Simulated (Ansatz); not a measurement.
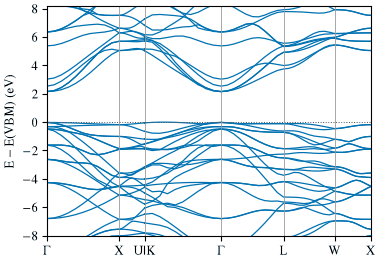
Band structure from DFT-LDA in the program Ansatz with PAW potentials

Read off the gap and where the band edges lie.

About 2.2 eV (2.15 eV by a search for the band edges); maximum on the K–Γ line, 25 % of the way from K, minimum at Γ.

Pick the material that matches.
A) Rb2CuBiCl6, Fm-3m (Rb on 8c, Cu on 4b, Bi on 4a, Cl on 24e)
B) Ge3N4, Fd-3m (Ge on 16c, Ge on 8b, N on 32e)
C) MgIn2S4, spinel
D) ZnSe, zinc blende

B, Ge3N4, Fd-3m (Ge on 16c, Ge on 8b, N on 32e)

Symmetry was held in the LDA relaxation; phonons on a q-mesh show no instability. Spin–orbit coupling is left out wherever it is not named.

Potentials: the later of the program's two PAW sets.
